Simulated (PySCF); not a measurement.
**C₅H₁₀O₃: runs on many settings**

Aim: see how C₅H₁₀O₃ (`CO[C@@H]1OC[C@@H](C)O1`) answers to the choice of functional, basis, grid and SCF options.

Programs: PySCF 2.14.0, with density-fitted response routines of our own. Each step states its level of theory. These are calculated values for one molecule in the gas phase, unless marked as measured. Atoms count from 0, in the outputs and in this text.

### 1 The molecule as given

18 atoms, charge 0, multiplicity 1; geometry from: GFN2-xTB.

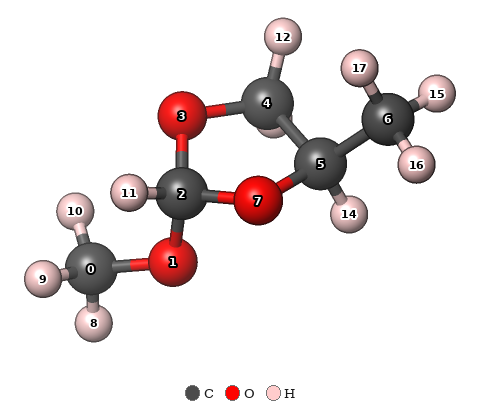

The starting geometry (carbon dark grey, oxygen red, hydrogen pink), atoms numbered.

### 2 NMR shieldings: PBE0/pcSseg-1

The job: settings as JSON, then the geometry in Å.

```
{"job": {"kind": "nmr", "xc": "PBE0", "basis": "pcSseg-1"}, "charge": 0, "multiplicity": 1}
C     -2.929441    -0.141706    -0.208516
O     -1.632500    -0.696541    -0.183381
C     -0.792850    -0.126776     0.776571
O     -0.420146     1.172352     0.434799
C      0.691643     1.043078    -0.436822
C      1.221042    -0.388941    -0.177249
C      2.664544    -0.444865     0.293095
O      0.359934    -0.867883     0.856473
H     -3.461421    -0.659518    -1.002857
H     -3.437630    -0.302659     0.748689
H     -2.892433     0.931374    -0.418077
H     -1.293094    -0.097665     1.758792
H      1.415228     1.814552    -0.166823
H      0.375782     1.174667    -1.476428
H      1.083629    -1.014470    -1.068790
H      3.324696    -0.120496    -0.506576
H      2.913270    -1.464500     0.572250
H      2.800987     0.196313     1.159870
```

Method: GIAO PBE0/pcSseg-1 NMR shielding, non-relativistic, gas phase.

Started as:

```sh
$ OMP_NUM_THREADS=1 python probes_run.py task.json out
```

This one command runs all jobs of the session in turn.

What it wrote:

```text
coarse grid: 14888 points
cycle   1  E = -421.4627417246  dE =  1.262e+00  |g| = 8.948e-01  |ddm| = 3.614e+00
cycle   2  E = -421.3510032384  dE =  1.117e-01  |g| = 1.215e+00  |ddm| = 1.323e+00
cycle   3  E = -421.6043583186  dE = -2.534e-01  |g| = 7.255e-02  |ddm| = 7.992e-01
cycle   4  E = -421.6051567839  dE = -7.985e-04  |g| = 3.380e-02  |ddm| = 6.093e-02
cycle   5  E = -421.6053966702  dE = -2.399e-04  |g| = 8.831e-03  |ddm| = 2.896e-02
cycle   6  E = -421.6054087112  dE = -1.204e-05  |g| = 3.622e-03  |ddm| = 7.717e-03
cycle   7  E = -421.6054110793  dE = -2.368e-06  |g| = 4.548e-04  |ddm| = 2.450e-03
final grid: 143384 points
cycle   8  E = -421.6864585315  dE = -3.193e-05  |g| = 1.648e-02  |ddm| = 2.699e-02
cycle   9  E = -421.6864143695  dE =  4.416e-05  |g| = 2.293e-02  |ddm| = 2.197e-02
cycle  10  E = -421.6865071743  dE = -9.280e-05  |g| = 1.080e-03  |ddm| = 1.329e-02
cycle  11  E = -421.6865074293  dE = -2.550e-07  |g| = 1.800e-04  |ddm| = 1.017e-03
cycle  12  E = -421.6865074346  dE = -5.283e-09  |g| = 8.703e-05  |ddm| = 1.668e-04
cycle  13  E = -421.6865074358  dE = -1.198e-09  |g| = 2.675e-05  |ddm| = 7.369e-05
cycle  14  E = -421.6865074359  dE = -1.278e-10  |g| = 3.756e-06  |ddm| = 2.061e-05
converged SCF energy = -421.6865074359

GIAO shielding tensors (ppm)
atom      isotropic    diamagn.    paramagn.     s11        s22        s33       span
  0 C      132.205     243.559    -111.355    103.133    110.065    183.415     80.282
  1 O      252.178     401.706    -149.528    176.422    253.693    326.419    149.997
  2 C       64.322     243.744    -179.423     39.489     70.377     83.098     43.609
  3 O      236.184     399.388    -163.204    162.576    211.581    334.396    171.820
  4 C      114.668     247.383    -132.716     82.924    105.766    155.313     72.389
  5 C      111.959     247.448    -135.489     76.793     99.863    159.221     82.428
  6 C      164.490     246.833     -82.343    152.504    155.942    185.025     32.521
  7 O      204.878     399.664    -194.786    133.256    202.470    278.910    145.654
  8 H       28.074      28.248      -0.174     24.048     25.717     34.457     10.408
  9 H       28.556      28.084       0.473     24.435     26.079     35.154     10.719
 10 H       28.208      29.455      -1.247     23.354     26.960     34.310     10.956
 11 H       25.959      30.416      -4.457     22.728     24.489     30.659      7.931
 12 H       28.196      30.910      -2.714     23.922     27.314     33.352      9.431
 13 H       27.553      31.324      -3.771     23.624     26.280     32.755      9.131
 14 H       27.189      32.197      -5.008     22.999     26.713     31.855      8.857
 15 H       30.703      28.348       2.354     26.612     28.078     37.418     10.807
 16 H       30.008      28.496       1.513     25.493     27.882     36.649     11.156
 17 H       30.642      29.696       0.946     26.639     29.158     36.129      9.490
```

Run time: 21 s. Hardware: 1 thread of AMD EPYC 9R14, shared host; peak memory 0.83 GiB.

The references, computed at this level on geometries of the same kind, shield at (ppm): 1H TMS 31.72, 13C TMS 186.9, 17O H2O 336.1. Their shielding less the atom's gives the shift. The references are single molecules in the gas phase, so shifts against H2O, NH3, PH3, H3PO4 or CFCl3 are not on the usual liquid scales and can be off by tens of ppm. Atoms listed in one row are averaged.

| atoms | environment | σ (ppm) | δ (ppm) | δ scaled to CDCl3 |
| --- | --- | --- | --- | --- |
| C2 | sp3 carbon bearing three oxygens | 64.3 | 122.6 | 117.7 |
| C5 | sp3 CH bonded to O | 112.0 | 75.0 | 71.3 |
| C4 | sp3 CH2 bonded to O | 114.7 | 72.3 | 68.6 |
| C0 | methyl carbon bonded to O | 132.2 | 54.7 | 51.5 |
| C6 | methyl carbon | 164.5 | 22.4 | 20.0 |
| H11 | hydrogen on an sp3 carbon bearing three oxygens | 25.96 | 5.76 | 5.53 |
| H14 | hydrogen on an sp3 CH bonded to O | 27.19 | 4.53 | 4.37 |
| H13 | hydrogen on an sp3 CH2 bonded to O | 27.55 | 4.16 | 4.03 |
| H12 | hydrogen on an sp3 CH2 bonded to O | 28.20 | 3.52 | 3.42 |
| H8, H9, H10 | hydrogen on a methyl carbon bonded to O | 28.28 | 3.44 | 3.35 |
| H15, H16, H17 | hydrogen on a methyl carbon | 30.45 | 1.27 | 1.30 |
| O7 | ether oxygen | 204.9 | 131.2 | – |
| O3 | ether oxygen | 236.2 | 99.9 | – |
| O1 | ether oxygen | 252.2 | 83.9 | – |

The scaled column applies a straight-line fit of computed shieldings to shifts measured in CDCl3 (root-mean-square error 0.16 ppm for H, 1.9 ppm for C).

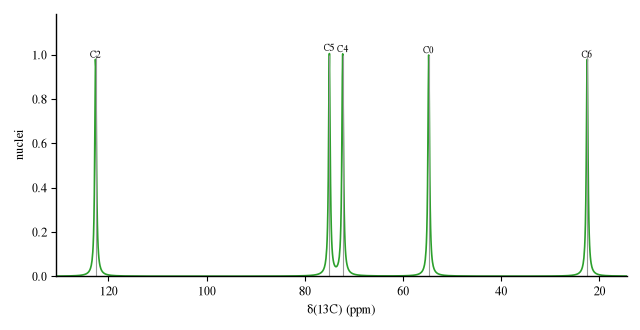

13C lines at the computed shifts, without couplings. Lines are broadened to a width of 0.40 ppm (Lorentzian).

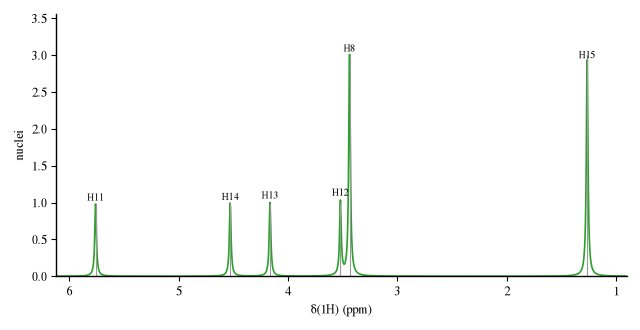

1H lines at the computed shifts, without couplings. Lines are broadened to a width of 0.02 ppm (Lorentzian).

The run also stored atomic charges by several schemes (e):

| atoms | Mulliken | IAO | Hirshfeld | ESP fit |
| --- | --- | --- | --- | --- |
| C0 | -0.04 | -0.21 | -0.04 | -0.15 |
| O1 | -0.51 | -0.41 | -0.16 | -0.35 |
| C2 | 0.57 | 0.43 | 0.16 | 0.47 |
| O3 | -0.51 | -0.41 | -0.16 | -0.42 |
| C4 | 0.11 | -0.08 | -0.01 | 0.04 |
| C5 | -0.08 | 0.07 | 0.04 | 0.45 |
| C6 | -0.22 | -0.43 | -0.12 | -0.57 |
| O7 | -0.48 | -0.39 | -0.15 | -0.47 |

Mulliken charges:

C0 -0.04; O1 -0.51; C2 0.57; O3 -0.51; C4 0.11; C5 -0.08; C6 -0.22; O7 -0.48; H8 0.12; H9 0.09; H10 0.11; H11 0.11; H12 0.11; H13 0.12; H14 0.12; H15 0.12; H16 0.13; H17 0.12

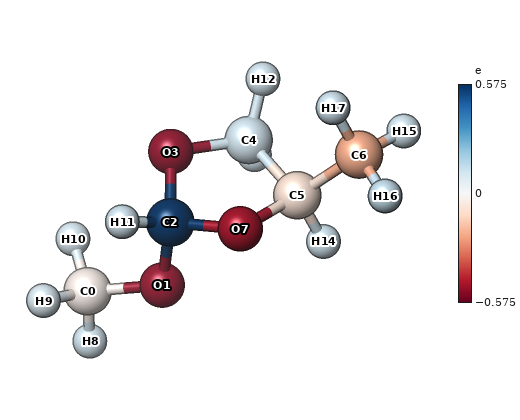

Mulliken charges, as colours on the atoms.

Mayer bond orders: C0–O1 0.92, O1–C2 0.94, C2–O3 0.98, O3–C4 0.91, C4–C5 1.00, C5–C6 1.05, C5–O7 0.88, O7–C2 1.04.

Ring of atoms C2, O3, C4, C5, O7: NICS(0) -9.9, NICS(1) -3.7, NICS(1)zz -7.7 ppm (means of both faces).

### 3 Ultraviolet spectrum: PBE0/def2-SVPD

The job, as its differences from that of step 2:

```diff
@@ -1,2 +1,2 @@
-{"job": {"kind": "nmr", "xc": "PBE0", "basis": "pcSseg-1"}, "charge": 0, "multiplicity": 1}
+{"job": {"kind": "uv", "xc": "PBE0", "basis": "def2-SVPD", "nstates": 6, "ntriplets": 2}, "charge": 0, "multiplicity": 1}
 C     -2.929441    -0.141706    -0.208516
```

Level: TDDFT PBE0/def2-SVPD, vertical, gas phase, core orbitals frozen in the response.

What it wrote:

```text
coarse grid: 14888 points
cycle   1  E = -421.2359635385  dE =  1.186e+00  |g| = 8.482e-01  |ddm| = 6.230e+00
cycle   2  E = -421.1179309749  dE =  1.180e-01  |g| = 1.179e+00  |ddm| = 2.815e+00
cycle   3  E = -421.3710215802  dE = -2.531e-01  |g| = 7.393e-02  |ddm| = 1.686e+00
cycle   4  E = -421.3718586176  dE = -8.370e-04  |g| = 3.534e-02  |ddm| = 1.446e-01
cycle   5  E = -421.3721307621  dE = -2.721e-04  |g| = 8.472e-03  |ddm| = 6.070e-02
cycle   6  E = -421.3721423254  dE = -1.156e-05  |g| = 3.643e-03  |ddm| = 1.556e-02
cycle   7  E = -421.3721448499  dE = -2.524e-06  |g| = 4.551e-04  |ddm| = 4.989e-03
final grid: 143384 points
cycle   8  E = -421.4510393416  dE = -4.091e-05  |g| = 1.516e-02  |ddm| = 1.527e-01
cycle   9  E = -421.4509985334  dE =  4.081e-05  |g| = 2.128e-02  |ddm| = 4.886e-02
cycle  10  E = -421.4510833096  dE = -8.478e-05  |g| = 1.111e-03  |ddm| = 2.875e-02
cycle  11  E = -421.4510836033  dE = -2.937e-07  |g| = 1.725e-04  |ddm| = 1.936e-03
cycle  12  E = -421.4510836089  dE = -5.602e-09  |g| = 7.025e-05  |ddm| = 4.374e-04
cycle  13  E = -421.4510836097  dE = -7.643e-10  |g| = 3.313e-05  |ddm| = 1.261e-04
cycle  14  E = -421.4510836099  dE = -2.058e-10  |g| = 3.685e-06  |ddm| = 4.801e-05
converged SCF energy = -421.4510836099

Static polarisability (au): isotropic 71.424, principal 62.620 65.644 86.008

Singlet excitations
state   eV       nm        f      main configurations
  1   7.2496    171.0   0.00431   H->L 0.94
  2   7.7100    160.8   0.01873   H->L+1 0.73, H-1->L 0.18
  3   7.8235    158.5   0.02093   H-1->L 0.55, H->L+2 0.18, H->L+1 0.11
  4   7.9999    155.0   0.01931   H->L+2 0.73
  5   8.1265    152.6   0.00279   H-2->L 0.67, H->L+4 0.09
  6   8.1875    151.4   0.00837   H->L+3 0.39, H->L+4 0.20, H-1->L 0.11

Triplet excitations (Tamm-Dancoff, eV): 7.1439 7.5518
```

Wall time 37 s (1 thread of AMD EPYC 9R14, shared host); peak memory 1 GiB.

The orbitals next to the gap, with their largest atomic shares:

| orbital | eV | atoms |
| --- | --- | --- |
| HOMO−3 | -9.45 | O3 18 %, C4 16 %, C5 16 % |
| HOMO−2 | -8.46 | O7 37 %, O1 20 %, O3 9 % |
| HOMO−1 | -8.25 | O1 30 %, O3 28 %, C4 8 % |
| HOMO | -7.64 | O1 28 %, O3 24 %, O7 19 % |
| LUMO | 0.72 | C4 12 %, C0 11 %, C6 10 % |
| LUMO+1 | 1.11 | C0 17 %, C6 13 %, H15 10 % |
| LUMO+2 | 1.46 | O3 16 %, H14 12 %, O7 12 % |

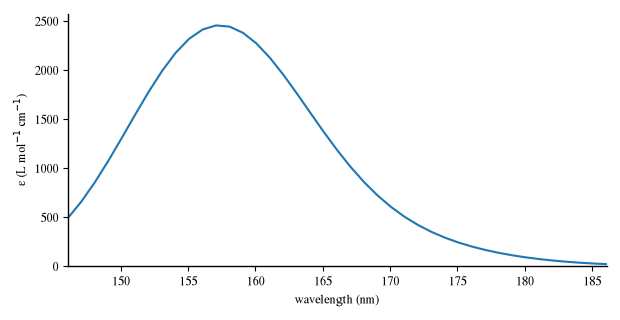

Absorption spectrum: each of the 6 states is a Gaussian band of 0.4 eV half-width at 1/e. Beyond the last state computed it falls off for lack of states.

Ground-state properties from the same run:

| property | computed |
| --- | --- |
| dipole moment (D) | 1.24 |
| polarisability (Å³) | 10.58 |
| HOMO–LUMO gap (eV) | 8.36 |
| −ε(HOMO) (eV) | 7.64 |

### 4 TDDFT and polarisability: PBE0/MINI

The job, as its differences from that of step 3:

```diff
@@ -1,2 +1,2 @@
-{"job": {"kind": "uv", "xc": "PBE0", "basis": "def2-SVPD", "nstates": 6, "ntriplets": 2}, "charge": 0, "multiplicity": 1}
+{"job": {"kind": "uv", "xc": "PBE0", "basis": "MINI", "nstates": 1, "ntriplets": 0, "tda": false, "scf": {"level_shift": 0.9, "max_cycle": 97}}, "charge": 0, "multiplicity": 1}
 C     -2.929441    -0.141706    -0.208516
```

Level: TDDFT PBE0/MINI, vertical, gas phase, core orbitals frozen in the response.

What it wrote:

```text
final grid: 143384 points
cycle   1  E = -418.1421512400  dE =  1.966e+00  |g| = 1.013e+00  |ddm| = 6.239e+00
cycle   2  E = -418.4778338084  dE = -3.357e-01  |g| = 2.135e-01  |ddm| = 1.380e+00
cycle   3  E = -418.4946853424  dE = -1.685e-02  |g| = 1.053e-01  |ddm| = 2.664e-01
cycle   4  E = -418.4992745561  dE = -4.589e-03  |g| = 5.664e-02  |ddm| = 1.508e-01
cycle   5  E = -418.5006495460  dE = -1.375e-03  |g| = 3.180e-02  |ddm| = 8.551e-02
cycle   6  E = -418.5010919451  dE = -4.424e-04  |g| = 1.849e-02  |ddm| = 4.907e-02
cycle   7  E = -418.5012450548  dE = -1.531e-04  |g| = 1.115e-02  |ddm| = 2.978e-02
cycle   8  E = -418.5013003101  dE = -5.526e-05  |g| = 6.815e-03  |ddm| = 1.777e-02
cycle   9  E = -418.5013207080  dE = -2.040e-05  |g| = 4.234e-03  |ddm| = 1.080e-02
cycle  10  E = -418.5013286622  dE = -7.954e-06  |g| = 2.574e-03  |ddm| = 6.734e-03
cycle  11  E = -418.5013316042  dE = -2.942e-06  |g| = 1.614e-03  |ddm| = 4.089e-03
cycle  12  E = -418.5013327499  dE = -1.146e-06  |g| = 1.020e-03  |ddm| = 2.541e-03
cycle  13  E = -418.5013332127  dE = -4.628e-07  |g| = 6.340e-04  |ddm| = 1.615e-03
cycle  14  E = -418.5013333948  dE = -1.821e-07  |g| = 3.950e-04  |ddm| = 1.017e-03
cycle  15  E = -418.5013334665  dE = -7.172e-08  |g| = 2.482e-04  |ddm| = 6.393e-04
cycle  16  E = -418.5013334951  dE = -2.859e-08  |g| = 1.570e-04  |ddm| = 4.042e-04
cycle  17  E = -418.5013335067  dE = -1.161e-08  |g| = 9.868e-05  |ddm| = 2.582e-04
cycle  18  E = -418.5013335114  dE = -4.679e-09  |g| = 6.211e-05  |ddm| = 1.646e-04
cycle  19  E = -418.5013335133  dE = -1.877e-09  |g| = 3.939e-05  |ddm| = 1.046e-04
cycle  20  E = -418.5013335141  dE = -7.660e-10  |g| = 2.507e-05  |ddm| = 6.679e-05
level shift removed, Fock matrix diagonalised once more
converged SCF energy = -418.5013335141

Static polarisability (au): isotropic 43.402, principal 35.688 39.127 55.390

Singlet excitations
state   eV       nm        f      main configurations
  1   9.5381    130.0   0.00060   H->L 0.73, H-2->L 0.13
```

Run time: 5 s. Hardware: 1 thread of AMD EPYC 9R14, shared host; peak memory 0.46 GiB.

It converged, yet the result is unsound: the basis MINI is minimal. Its HOMO lies at -8.31 eV, against -7.64 eV in step 3 (PBE0/def2-SVPD), a different level, so the two don't compare directly.

### 5 Shielding tensors: LDA/pcSseg-1

The job, as its differences from that of step 4:

```diff
@@ -1,2 +1,2 @@
-{"job": {"kind": "uv", "xc": "PBE0", "basis": "MINI", "nstates": 1, "ntriplets": 0, "tda": false, "scf": {"level_shift": 0.9, "max_cycle": 97}}, "charge": 0, "multiplicity": 1}
+{"job": {"kind": "nmr", "xc": "LDA", "basis": "pcSseg-1", "pop": true, "scf": {"aux": "def2-universal-jkfit"}}, "charge": 0, "multiplicity": 1}
 C     -2.929441    -0.141706    -0.208516
```

Level: GIAO LDA/pcSseg-1 NMR shielding, non-relativistic, gas phase.

What it wrote:

```text
final grid: 143384 points
cycle   1  E = -418.5462536926  dE =  1.074e+00  |g| = 1.036e+00  |ddm| = 3.679e+00
cycle   2  E = -418.1021700400  dE =  4.441e-01  |g| = 1.867e+00  |ddm| = 2.388e+00
cycle   3  E = -418.7399634174  dE = -6.378e-01  |g| = 1.733e-01  |ddm| = 1.711e+00
cycle   4  E = -418.7447459656  dE = -4.783e-03  |g| = 8.198e-02  |ddm| = 1.624e-01
cycle   5  E = -418.7460826287  dE = -1.337e-03  |g| = 2.280e-02  |ddm| = 6.804e-02
cycle   6  E = -418.7461475039  dE = -6.488e-05  |g| = 1.231e-02  |ddm| = 2.336e-02
cycle   7  E = -418.7461751806  dE = -2.768e-05  |g| = 1.553e-03  |ddm| = 8.853e-03
cycle   8  E = -418.7461756347  dE = -4.541e-07  |g| = 5.132e-04  |ddm| = 1.760e-03
cycle   9  E = -418.7461756896  dE = -5.481e-08  |g| = 9.033e-05  |ddm| = 4.689e-04
cycle  10  E = -418.7461756913  dE = -1.718e-09  |g| = 3.277e-05  |ddm| = 1.018e-04
cycle  11  E = -418.7461756915  dE = -1.877e-10  |g| = 1.396e-05  |ddm| = 3.482e-05
converged SCF energy = -418.7461756915

GIAO shielding tensors (ppm)
atom      isotropic    diamagn.    paramagn.     s11        s22        s33       span
  0 C      126.366     245.035    -118.669     93.747    102.391    182.958     89.211
  1 O      242.061     401.762    -159.701    156.936    245.368    323.878    166.942
  2 C       51.654     246.169    -194.515     23.909     57.908     73.144     49.235
  3 O      226.216     399.626    -173.409    150.177    198.344    330.128    179.951
  4 C      106.376     248.606    -142.230     72.641     96.012    150.474     77.833
  5 C      103.202     248.742    -145.540     65.251     89.218    155.138     89.887
  6 C      161.047     247.878     -86.830    147.147    152.130    183.866     36.719
  7 O      189.267     399.933    -210.666    116.046    186.774    264.981    148.935
  8 H       27.490      27.997      -0.508     23.604     25.179     33.686     10.082
  9 H       27.991      27.778       0.212     23.742     25.590     34.640     10.897
 10 H       27.649      29.198      -1.549     22.796     26.254     33.897     11.101
 11 H       25.160      29.977      -4.817     22.170     23.601     29.707      7.537
 12 H       27.619      30.620      -3.001     23.459     26.832     32.568      9.109
 13 H       26.844      30.965      -4.120     22.956     25.705     31.873      8.917
 14 H       26.399      31.825      -5.426     22.170     26.074     30.953      8.783
 15 H       30.252      28.099       2.154     26.218     27.683     36.856     10.638
 16 H       29.585      28.225       1.360     25.115     27.463     36.176     11.062
 17 H       30.289      29.494       0.795     26.388     28.776     35.702      9.314
```

It took 21 s on 1 thread of AMD EPYC 9R14, shared host; peak memory 0.68 GiB.

This run: δ C2 131.7, C5 80.1, C4 76.9, C0 56.9, H11 6.12, H14 4.88 ppm.

### 6 NMR shieldings: BP86/6-31G*

The job, as its differences from that of step 5:

```diff
@@ -1,2 +1,2 @@
-{"job": {"kind": "nmr", "xc": "LDA", "basis": "pcSseg-1", "pop": true, "scf": {"aux": "def2-universal-jkfit"}}, "charge": 0, "multiplicity": 1}
+{"job": {"kind": "nmr", "xc": "BP86", "basis": "6-31G*", "pop": false, "gauge": [0, 0, 0], "scf": {"max_cycle": 57}}, "charge": 0, "multiplicity": 1}
 C     -2.929441    -0.141706    -0.208516
```

With the program's defaults for keys left out, this is: common gauge origin BP86/6-31G* NMR shielding, non-relativistic, gas phase.

What it wrote:

```text
final grid: 143384 points
cycle   1  E = -421.9791976599  dE =  1.085e+00  |g| = 1.026e+00  |ddm| = 3.938e+00
cycle   2  E = -421.5698053558  dE =  4.094e-01  |g| = 1.785e+00  |ddm| = 2.625e+00
cycle   3  E = -422.1804397734  dE = -6.106e-01  |g| = 1.545e-01  |ddm| = 1.818e+00
cycle   4  E = -422.1848691955  dE = -4.429e-03  |g| = 6.717e-02  |ddm| = 1.792e-01
cycle   5  E = -422.1858109395  dE = -9.417e-04  |g| = 2.086e-02  |ddm| = 6.861e-02
cycle   6  E = -422.1858770296  dE = -6.609e-05  |g| = 9.721e-03  |ddm| = 2.491e-02
cycle   7  E = -422.1858955410  dE = -1.851e-05  |g| = 1.403e-03  |ddm| = 8.561e-03
cycle   8  E = -422.1858959608  dE = -4.198e-07  |g| = 3.971e-04  |ddm| = 1.744e-03
cycle   9  E = -422.1858960017  dE = -4.090e-08  |g| = 6.820e-05  |ddm| = 4.033e-04
cycle  10  E = -422.1858959963  dE =  5.407e-09  |g| = 3.850e-05  |ddm| = 9.082e-05
cycle  11  E = -422.1858960028  dE = -6.472e-09  |g| = 1.623e-05  |ddm| = 4.580e-05
cycle  12  E = -422.1858960028  dE = -4.684e-11  |g| = 3.426e-06  |ddm| = 1.473e-05
converged SCF energy = -422.1858960028

GIAO shielding tensors (ppm)
atom      isotropic    diamagn.    paramagn.     s11        s22        s33       span
  0 C      146.535     284.329    -137.794    101.766    123.452    214.387    112.621
  1 O      285.168     551.349    -266.181    215.756    302.755    336.992    121.236
  2 C      145.448     488.153    -342.705    132.190    149.046    155.110     22.920
  3 O      267.606     541.780    -274.174    198.850    249.066    354.900    156.050
  4 C      180.410     426.185    -245.775    154.801    174.295    212.135     57.334
  5 C      190.265     465.528    -275.263    154.085    176.553    240.158     86.073
  6 C      199.682     311.322    -111.640    186.812    191.406    220.828     34.015
  7 O      253.040     551.744    -298.704    197.459    251.985    309.674    112.215
  8 H      -17.513     -66.309      48.796    -65.762    -45.831     59.053    124.815
  9 H       -4.912     -41.095      36.183    -56.820    -27.011     69.096    125.916
 10 H       32.498      51.239     -18.741    -24.020     28.606     92.907    116.927
 11 H       27.052      48.516     -21.464     -7.765     10.014     78.906     86.671
 12 H       21.788      33.408     -11.621     -5.012      5.256     65.118     70.130
 13 H       43.223      90.234     -47.010     17.156     34.336     78.178     61.021
 14 H       52.374     114.839     -62.464     21.025     49.279     86.819     65.794
 15 H        1.409     -29.509      30.918    -40.087    -19.705     64.018    104.105
 16 H        4.417     -21.644      26.061    -40.052    -14.407     67.711    107.763
 17 H       25.908      29.673      -3.764    -20.729     14.657     83.797    104.526
```

Wall time 15 s (1 thread of AMD EPYC 9R14, shared host); peak memory 0.5 GiB.

The run ended normally, but its values are not to be used for the molecule: a common gauge origin replaces GIAOs, so the shieldings depend on where the origin lies. Its shieldings differ from those of step 2 (PBE0/pcSseg-1) by up to 81 ppm (C2).

### 7 Run by run: NMR shifts

Shifts (ppm) of some atoms, chosen among heavy atoms and hydrogens apart, with basis size and wall time:

| run | C2 | C5 | H11 | H14 | O7 | O3 | O1 | functions | time |
| --- | --- | --- | --- | --- | --- | --- | --- | --- | --- |
| PBE0/pcSseg-1 | 122.6 | 75.0 | 5.76 | 4.53 | 131.2 | 99.9 | 83.9 | 186 | 21 s |
| LDA/pcSseg-1 | 131.7 | 80.1 | 6.12 | 4.88 | 155.0 | 118.1 | 102.2 | 186 | 21 s |

### 8 What came out

```
                                                              quantity                                            value
                                13C shifts against TMS (PBE0/pcSseg-1)                122.6, 75.0, 72.3, 54.7, 22.4 ppm
1H shifts against TMS (PBE0/pcSseg-1, means over atoms taken as alike)           5.76, 4.53, 4.16, 3.52, 3.44, 1.27 ppm
                                17O shifts against H2O (PBE0/pcSseg-1)                            131.2, 99.9, 83.9 ppm
                                       lowest singlet (PBE0/def2-SVPD)                      7.25 eV (171 nm), f = 0.004
                              brightest single state of those computed                      state 3, 7.82 eV, f = 0.021
                                                        lowest triplet                                          7.14 eV
                                              range of the shift of O7                               131.2 to 155.0 ppm
                                         property runs in this session  5, of which 0 failed and 2 gave unsound results
```

**Reading.** Single values in the summary come from the first run of each kind that ended normally (PBE0/pcSseg-1; PBE0/def2-SVPD), which need not be the best level. H11 (hydrogen on an sp3 carbon bearing three oxygens) lies farthest downfield among hydrogen, at 5.76 ppm; its carbon carries O, an electronegative neighbour. At PBE0/pcSseg-1: The widest tensor belongs to O3: span 172 ppm, with a paramagnetic part of -163 ppm. The lowest singlet, at 7.25 eV, is HOMO→LUMO 0.94 and is weak; of the 6 states computed, the strongest absorption comes from state 3 at 7.82 eV. The lowest triplet lies 0.11 eV below the lowest singlet (triplets in Tamm-Dancoff, singlets in full TDDFT). States above −ε(HOMO) lie where TDDFT describes them poorly and they hang on the basis; the brightest is among them. In ppm, O7 moves most: its shift spreads over 23.8 ppm, from 131.2 (PBE0/pcSseg-1) to 155.0 (LDA/pcSseg-1). Part of that comes from the computed reference.
